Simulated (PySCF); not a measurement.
## Electronic structure of ZnBr (doublet) in real space

```
atom   x (Å)   y (Å)    z (Å)
  Zn  0.0000  0.0000  -1.2712
  Br  0.0000  0.0000   1.0298
```

Computed with PBE0/cc-pVTZ(-PP), non-relativistic Hamiltonian with scalar-relativistic core potentials where named, at a bond length of 2.301 Å (PySCF 2.14.0).

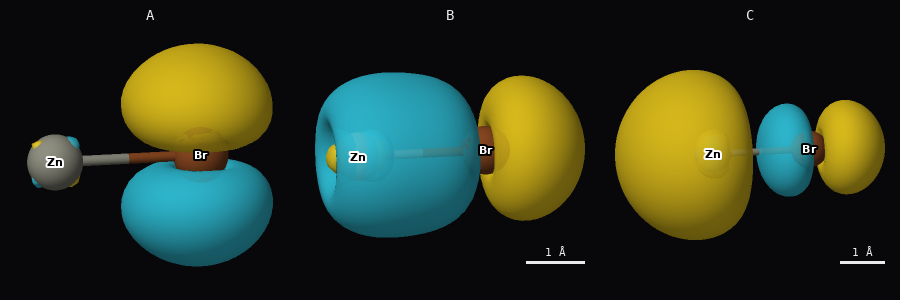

Figure 1. Three frontier β-spin orbitals, each drawn at the value that holds 80 % of its norm (yellow and cyan are the two phases), in no order; of a degenerate pair one member is drawn.

### Label each orbital by symmetry, say whether it is occupied, and order them by energy.

Orbital B: σ, occupied in this spin, −9.63 eV; shared between the atoms (Zn 35 %, Br 65 %).
Orbital A: π, occupied in this spin, −8.05 eV; mainly on Br (95 %).
Orbital C: σ, empty in this spin, −3.63 eV; mainly on Zn (80 %).

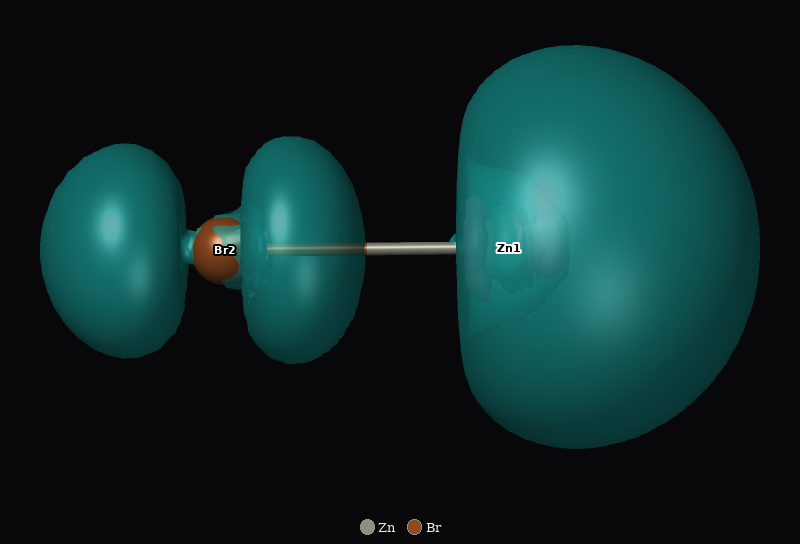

Figure 2. Isosurfaces of the spin density at +0.015 (teal) and −0.015 e/Å³ (pink), seen from one side.

### Which atoms carry the spin?

The unpaired spin (1 electron) lies mostly on Zn1 (about 0.8) and Br2 (about 0.2), in electrons by Hirshfeld's partition.

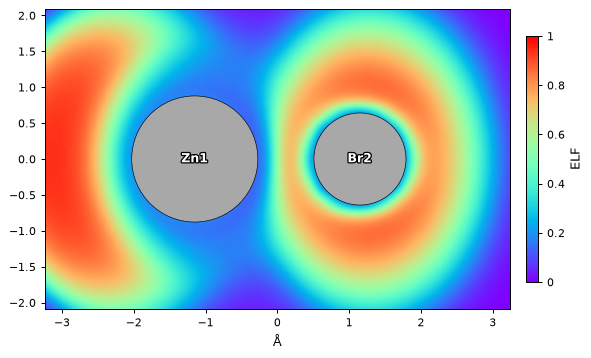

Figure 3. Electron localisation function on a plane that holds the molecular axis. Grey discs cover the atomic cores.

### Interpret the plot.

The section cuts through Zn and Br sites.
Zn–Br (2.30 Å): the ELF peaks at about 0.70 in the valence shell of Br, 1.0 Å from its nucleus, and is about 0.55 at the midpoint.
The ELF also peaks beside Br2, away from the bonds: non-bonding electrons, paired or unpaired.
